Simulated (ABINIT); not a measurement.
**A GW chain in ABINIT: GaP (F-43m)**

Wanted: ground state, empty states, screening and self-energy for GaP (F-43m).

Program: ABINIT 10.8.3. Level of theory: PBE and many-body steps on it, plane waves. Results are calculated unless marked as measured.

**The experiments to reproduce.**

- Gap 2.25 ± 0.04 eV: optical gap from Tauc plot (fundamental, indirect); spectroscopic ellipsometry, Tauc-Lorentz fit and Tauc plot; 300 K; film (GaP layer on Si reference sample) on Si (“Assessment of GaPSb/Si tandem material association properties for photoelectrochemical cells”, 2020, arxiv:2002.02774).

## Step 1: Set-up

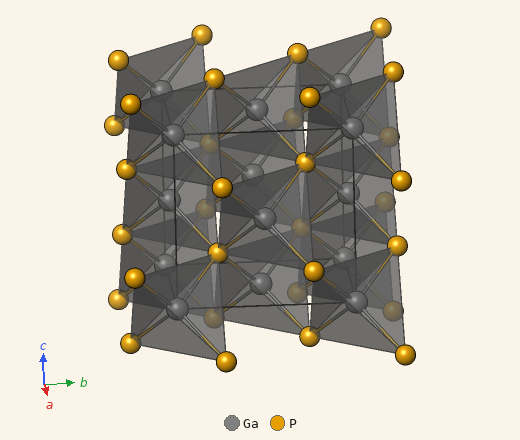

The starting structure, seen slightly off an axis (gallium grey, phosphorus orange). This picture shows the conventional cell, with its axes. Some periodic images of atoms are drawn too.

The cell and positions come from the Crystallography Open Database and are kept as given unless a step says otherwise.

## Step 2: Ground state

This step: ABINIT 10.8.3; DFT, PBE with spin-orbit coupling, plane waves, norm-conserving pseudopotentials.

The ground-state density comes first.

run.abi

```
acell 3*1.0 Angstrom
rprim 
  0.000000000000 2.725250000000 2.725250000000
  2.725250000000 0.000000000000 2.725250000000
  2.725250000000 2.725250000000 0.000000000000
ntypat 2
znucl 31 15
natom 2
typat 1 2
xred 
  0.000000000000 0.000000000000 0.000000000000
  0.250000000000 0.250000000000 0.250000000000
pp_dirpath "pseudos"
pseudos "Ga.upf, P.upf"
ecut 45
nspinor 2
ngkpt 6 6 6
nshiftk 1
shiftk 0 0 0
kptopt 1
chksymbreak 0
nband 36
occopt 1
tolvrs 1e-10
nstep 60
prtwf 0
optforces 0
optstress 0
indata_prefix "in"
outdata_prefix "out"
tmpdata_prefix "tmp"
```

The run is started by

```console
$ OMP_NUM_THREADS=1 mpirun -n 8 abinit run.abi > log
```

Numbers of over 12 decimals in the logs are rounded to 6 here.

Output:

```text
.Version 10.8.3 of ABINIT. v10.8.2 released Aug 2026.

 Symmetries : space group F-4 3 m (#216); Bravais cF (face-center cubic)
================================================================================
 Values of the parameters that define the memory need of the present run
     intxc =       0    ionmov =       0      iscf =       7    lmnmax =      14
     lnmax =      14     mgfft =      45  mpssoang =       5    mqgrid =    3001
     natom =       2  nloc_mem =       1    nspden =       1   nspinor =       2
    nsppol =       1      nsym =      24    n1xccc =    2501    ntypat =       2
    occopt =       1   xclevel =       2
-    mband =          36        mffmem =           1         mkmem =           2
       mpw =        3954          nfft =       91125          nkpt =          16
================================================================================
  Rough estimation (10% accuracy) of disk space for files :
================================================================================

--------------------------------------------------------------------------------
------------- Echo of variables that govern the present computation ------------
--------------------------------------------------------------------------------
 -outvars: echo values of preprocessed input variables --------
            acell      1.8897261259E+00  1.8897261259E+00  1.8897261259E+00 Bohr

      chksymbreak           0
             ecut      4.50000000E+01 Hartree
-          fftalg         312

              ixc     -101130
              kpt      0.00000000E+00  0.00000000E+00  0.00000000E+00
                       1.66666667E-01  0.00000000E+00  0.00000000E+00
                       3.33333333E-01  0.00000000E+00  0.00000000E+00
                       5.00000000E-01  0.00000000E+00  0.00000000E+00
                       1.66666667E-01  1.66666667E-01  0.00000000E+00
                       3.33333333E-01  1.66666667E-01  0.00000000E+00
                       5.00000000E-01  1.66666667E-01  0.00000000E+00
                      -3.33333333E-01  1.66666667E-01  0.00000000E+00
                      -1.66666667E-01  1.66666667E-01  0.00000000E+00
   [... 5 further rows ...]
                      -3.33333333E-01  3.33333333E-01  1.66666667E-01
                      -3.33333333E-01  5.00000000E-01  1.66666667E-01
         kptrlatt        6    0    0      0    6    0      0    0    6
          kptrlen      4.36989965E+01
P           mkmem           2
            natom           2
            nband          36
            ngfft          45      45      45
             nkpt          16
          nspinor           2
            nstep          60
             nsym          24
           ntypat           2
              occ      1.000000  1.000000  1.000000  1.000000  1.000000  1.000000
                       1.000000  1.000000  1.000000  1.000000  1.000000  1.000000
                       1.000000  1.000000  1.000000  1.000000  1.000000  1.000000
                       1.000000  1.000000  1.000000  1.000000  1.000000  1.000000
                       1.000000  1.000000  0.000000  0.000000  0.000000  0.000000
                       0.000000  0.000000  0.000000  0.000000  0.000000  0.000000
        optforces           0
        optstress           0
            prtwf           0
            rprim      0.0000000000E+00  2.7252500000E+00  2.7252500000E+00
[...]
spgroup         216

           tolvrs      1.00000000E-10

             xred      0.0000000000E+00  0.0000000000E+00  0.0000000000E+00
[...]
znucl       31.00000   15.00000

================================================================================

 chkinp: Checking input parameters for consistency.

================================================================================
== DATASET  1 ==================================================================
-   mpi_nproc: 8, omp_nthreads: 1 (-1 if OMP is not activated)

--- !DatasetInfo
iteration_state: {dtset: 1, }
dimensions: {natom: 2, nkpt: 16, mband: 36, nsppol: 1, nspinor: 2, nspden: 1, mpw: 3954, }
cutoff_energies: {ecut:  45.0, pawecutdg:  -1.0, }
electrons: {nelect:   2.60000000E+01, charge:   0.00000000E+00, occopt:   1.00000000E+00, tsmear:   1.00000000E-02, }

 Real(R)+Recip(G) space primitive vectors, cartesian coordinates (Bohr,Bohr^-1):
 R(1)=  0.0000000  5.1499761  5.1499761  G(1)= -0.0970878  0.0970878  0.0970878
 R(2)=  5.1499761  0.0000000  5.1499761  G(2)=  0.0970878 -0.0970878  0.0970878
 R(3)=  5.1499761  5.1499761  0.0000000  G(3)=  0.0970878  0.0970878 -0.0970878
 Unit cell volume ucvol=  2.7317795E+02 bohr^3
 Angles (23,13,12)=  6.00000000E+01  6.00000000E+01  6.00000000E+01 degrees

 getcut: wavevector=  0.0000  0.0000  0.0000  ngfft=  45  45  45
         ecut(hartree)=     45.000   => boxcut(ratio)=   2.00060

--- Pseudopotential description ------------------------------------------------
- Ga Generated using ONCVPSP code by D. R. Hamann
- 31.00000  21.00000  180506                  znucl, zion, pspdat
12 -101130 2 -1 1926                          pspcod,pspxc,lmax,lloc,mmax
     nproj     2     3     2     0
     spin-orbit psp
        nprojso     4     3     0
  pspatm : epsatm=   21.86199699
         --- l  ekb(1:nproj) -->
[...]
1   -5.676217   -1.349810   -0.000026
[...]
spin-orbit 1    0.211857    0.072172   -0.001103   -0.000023
  spin-orbit 2    0.017944    0.011148   -0.000068
 pspatm: atomic psp has been read  and splines computed

- P Generated using ONCVPSP code by D. R. Hamann
- 15.00000   5.00000  180423                  znucl, zion, pspdat
12 -101130 2 -1 1298                          pspcod,pspxc,lmax,lloc,mmax
     nproj     2     3     2     0
     spin-orbit psp
        nprojso     3     3     0
  pspatm : epsatm=    8.06211112
         --- l  ekb(1:nproj) -->
[...]
1    3.371810    0.885290    0.000254
             2   -3.154886   -0.827406
  spin-orbit 1    0.099751   -0.022775    0.007813
  spin-orbit 2    0.001367    0.000277   -0.000084
 pspatm: atomic psp has been read  and splines computed

   7.78026811E+02                                ecore*ucvol(ha*bohr**3)
--------------------------------------------------------------------------------

_setup2: Arith. and geom. avg. npw (full set) are    3936.912    3936.882

================================================================================

--- !BeginCycle
iteration_state: {dtset: 1, }
solver: {iscf: 7, nstep: 60, nline: 4, wfoptalg: 0, }
tolerances: {tolvrs: 1.00E-10, }

     iter   Etot(hartree)      deltaE(h)  residm     vres2
 ETOT  1  -253.08471734132    -2.531E+02 5.933E-01 2.221E+03
 ETOT  2  -254.61560561978    -1.531E+00 5.419E-02 3.973E+03
 ETOT  3  -255.16463877483    -5.490E-01 2.090E-02 4.972E+02
 ETOT  4  -255.20551039860    -4.087E-02 2.064E-03 1.850E+02
 ETOT  5  -255.23047878447    -2.497E-02 8.529E-04 1.209E+00
 ETOT  6  -255.23031546209     1.633E-04 3.321E-04 3.018E+00
 ETOT  7  -255.23075641595    -4.410E-04 9.495E-05 2.118E-02
 ETOT  8  -255.23075861339    -2.197E-06 1.245E-04 7.295E-03
 ETOT  9  -255.23075969732    -1.084E-06 3.176E-05 8.689E-05
 ETOT 10  -255.23075971094    -1.362E-08 6.903E-05 7.594E-09
 ETOT 11  -255.23075971096    -1.972E-11 3.126E-05 2.679E-09
 ETOT 12  -255.23075971097    -1.268E-11 6.176E-05 5.680E-10
 ETOT 13  -255.23075971095     2.274E-11 2.913E-05 6.473E-12

 At SCF step   13       vres2   =  6.47E-12 < tolvrs=  1.00E-10 =>converged.

--- !ResultsGS
iteration_state: {dtset: 1, }
comment   : Summary of ground state results
lattice_vectors:
- [  0.0000000,   5.1499761,   5.1499761, ]
- [  5.1499761,   0.0000000,   5.1499761, ]
- [  5.1499761,   5.1499761,   0.0000000, ]
lattice_lengths: [   7.28317,    7.28317,    7.28317, ]
lattice_angles: [ 60.000,  60.000,  60.000, ] # degrees, (23, 13, 12)
lattice_volume:   2.7317795E+02
convergence: {deltae:  2.274E-11, res2:  6.473E-12, residm:  2.913E-05, diffor:  0.000E+00, }
etotal    :  -2.55230760E+02
entropy   :   0.00000000E+00
fermie    :   1.93181875E-01
cartesian_stress_tensor: null
pressure_GPa: null
xred      :
- [  0.0000E+00,   0.0000E+00,   0.0000E+00, Ga]
- [  2.5000E-01,   2.5000E-01,   2.5000E-01,  P]
cartesian_forces: null
force_length_stats: {min: null, max: null, mean: null, }

 Integrated electronic density in atomic spheres:
 ------------------------------------------------
 Atom  Sphere_radius  Integrated_density
    1        2.00000         18.81113308
    2        2.00000          2.80797927
================================================================================

 ----iterations are completed or convergence reached----

 Mean square residual over all n,k,spin=   87.908E-09; max=  29.132E-06
 reduced coordinates (array xred) for    2 atoms
       0.000000000000      0.000000000000      0.000000000000
       0.250000000000      0.250000000000      0.250000000000
 rms dE/dt=  0.0000E+00; max dE/dt=  0.0000E+00; dE/dt below (all hartree)
    1       0.000000000000      0.000000000000      0.000000000000
    2       0.000000000000      0.000000000000      0.000000000000

 cartesian coordinates (angstrom) at end:
    1      0.000000     0.000000     0.000000
    2      1.362625     1.362625     1.362625
 length scales=  1.889726125908  1.889726125908  1.889726125908 bohr
              =  1.000000000000  1.000000000000  1.000000000000 angstroms
 prteigrs : about to open file out_EIG
 Fermi (or HOMO) energy (hartree) =   0.19318   Average Vxc (hartree)=  -0.36115
 Eigenvalues (hartree) for nkpt=  16  k points:
 kpt#   1, nband= 36, wtk=  0.00463, kpt=  0.0000  0.0000  0.0000 (reduced coord)
  -5.08286   -5.08286   -3.35985   -3.35985   -3.22655   -3.22655   -3.22655   -3.22655
  -0.35161   -0.35161   -0.35161   -0.35161   -0.33611   -0.33611   -0.33392   -0.33392
  -0.33392   -0.33392   -0.26710   -0.26710    0.19009    0.19009    0.19318    0.19318
   0.19318    0.19318    0.25871    0.25871    0.33080    0.33080    0.33692    0.33692
   0.33692    0.33692    0.51584    0.51584
 prteigrs : prtvol=0 or 1, do not print more k-points.

--- !EnergyTerms
iteration_state     : {dtset: 1, }
comment             : Components of total free energy in Hartree
kinetic             :  1.22834194718554E+02
hartree             :  1.16256716414714E+02
xc                  : -2.79102215981359E+01
Ewald energy        : -1.11891406118336E+02
psp_core            :  2.84805859709618E+00
local_psp           : -2.99201887368727E+02
non_local_psp       : -5.81662143561136E+01
total_energy        : -2.55230759710948E+02
total_energy_eV     : -6.94518278434976E+03
band_energy         : -3.31752811747092E+01

== END DATASET(S) ==============================================================
================================================================================

 -outvars: echo values of variables after computation  --------
           etotal     -2.5523075971E+02
            nband          36
             nkpt          16
          spgroup         216
 [... the other variables as echoed above ...]

 Calculation completed.
```

Elapsed: 34 s, on 8 MPI ranks of Arm Neoverse V2, shared host; peak memory 0.69 GiB.

Numbers from this step:

- total energy: -6945.1828 eV
- gap: 1.624 eV
- k of the valence top: 0, 0, 0
- k of the conduction bottom: 0.5, 0.5, 0
- least direct gap: 1.783 eV

The gap is indirect, with the least direct gap 0.16 eV higher.

[end of part 1 of 3]

[Paths, hosts, dates, memory and timing lines, banners, echoed tables and standing remarks are left out of the program output.]

[Logs are printed without paths, hosts, clocks, repeated set-up lines and the standing remarks that a program may print on its own settings, such as how far it seeks lower states.]

[Runs of the session that timed out or met a known fault of the program may be left out.]

[Hosts, paths, dates, database ids (printed as entryN), source tags and the programs' standing remarks are cut or masked in the printed files.]

[G0W0 gaps are taken among the corrected bands and points alone; a level outside them can change the order at an edge.]

[Where Ansatz stands beside ABINIT at settings called matched, ABINIT's density can come from a denser mesh and the files from another edition; pairs whose starting gaps differed by over 0.03 eV were left out, so agreement reads better than it is.]
